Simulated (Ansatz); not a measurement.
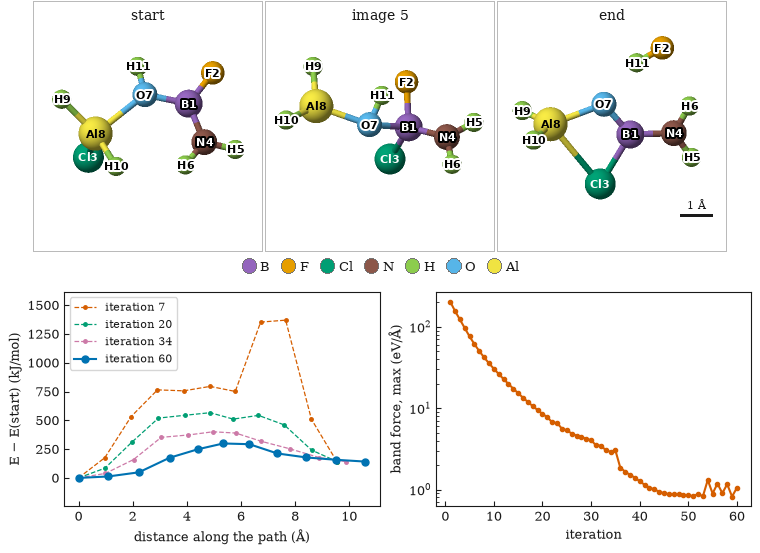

A nudged-elastic-band calculation for AlBNH5OClF. Images are numbered from 0 (start) to 10 (end). The plot follows the band through its iterations. The picture is a ball-and-stick view, seen at a tilt.

Method: Ansatz, RKS BHLYP/def2-SVP. Run with 9 movable images; climbing image; force threshold 0.03 eV/Å; iteration limit 60; optimiser L-BFGS; largest step 0.02 Å; starting path through a guess of the saddle point.

How did the profile develop, and is the result final?

Answer. The result isn't final. The band hadn't converged when the run stopped after 60 iterations. The largest component of the band force went from 200 to 1.1 eV/Å. The barrier read from it is provisional: over the last two iterations the highest image moved from 300.4 kJ/mol to 299.2 kJ/mol. The step length is far from the usual. The first iteration put the highest image at 3903.2 kJ/mol. Forward barrier 299.2 kJ/mol, backward barrier 157.3 kJ/mol, with image 5 at the top; the reaction energy is +141.8 kJ/mol.
